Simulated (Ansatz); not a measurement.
# BH2S2: vertical spin-state energies, by script

Which spin state of BH2S2 lies lowest at this geometry? The task is vertical spin-state energies, for BH2S2. SMILES: S[B]S.

Program: Ansatz 0.2.0 through its Python package. Level of theory: r2SCAN/def2-SVP. These are calculated values, not measurements.

## (1) The system

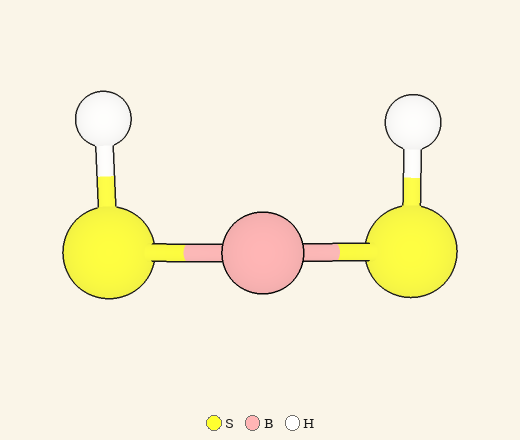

The starting structure, viewed from a chosen angle; sulfur yellow, boron pink, hydrogen white.

bh2s2.xyz, read by the script:

```xyz
5

S    -1.42940   -0.06060   -0.90740
B    -0.12730    0.93330   -0.02640
S     1.63660    0.39020   -0.19640
H    -1.59090   -0.86650    0.17410
H     1.56090   -0.47010    0.91470
```

## (2) Script

Input file spin_bh2s2.py:

```python
"""Gap between spin states of BH2S2 at one geometry."""

import ansatz as az


def main() -> None:
    bh2s2 = az.Crystal.molecule_from_extxyz("bh2s2.xyz")

    setup = bh2s2.calculation().basis(gaussian="def2-SVP").functional("r2scan")
    found = {}
    for unpaired in [1, 3]:
        rep = setup.spin("collinear", total=unpaired).run(threads=1, backend="cpu").report
        s = unpaired / 2
        found[unpaired] = rep["free_energy_ev"]
        print(f"2S+1 = {unpaired + 1}: E = {found[unpaired]:.5f} eV, <S^2> = {abs(rep['mean_field']['state']['spin_squared']):.3f} (pure state {s * (s + 1):.2f})")
    lowest = min(found, key=found.get)
    for unpaired, e in found.items():
        print(f"multiplicity {unpaired + 1}: {96.485332 * (e - found[lowest]):.1f} kJ/mol above the lowest")


if __name__ == "__main__":
    main()
```

## (3) Running it

Run with:

```bash
$ python spin_bh2s2.py
```

Output:

```text
2S+1 = 2: E = -22368.74777 eV, <S^2> = 0.754 (pure state 0.75)
2S+1 = 4: E = -22366.55906 eV, <S^2> = 3.758 (pure state 3.75)
multiplicity 2: 0.0 kJ/mol above the lowest
multiplicity 4: 211.2 kJ/mol above the lowest
```

It took 12 s on 1 thread of Arm Neoverse V1, shared host; peak memory 0.21 GiB.

## (4) The engine's runs

One row for each of the 2 runs:

| run | 2S+1 | energy from run 1 (eV) | <S²> | SCF cycles | CPU time (s) |
| --- | --- | --- | --- | --- | --- |
| 1 | 2 | 0.0000 | 0.75 | 34 | 7 |
| 2 | 4 | 2.1887 | 3.76 | 19 | 4.3 |

## (5) Outcome

```
        quantity             value
   runs compared                 2
          lowest  run 1 (2S+1 = 2)
next above it by          2.189 eV
```

What this shows: In order: multiplicity 2 (+0.00 eV) and multiplicity 4 (+2.19 eV), all at the one geometry. The geometry is a force-field or estimated start, not a minimum of this method, and the basis set is short of its limit. All parts are taken at fixed geometry, without zero-point energy. The species is open-shell (spin multiplicity 2).
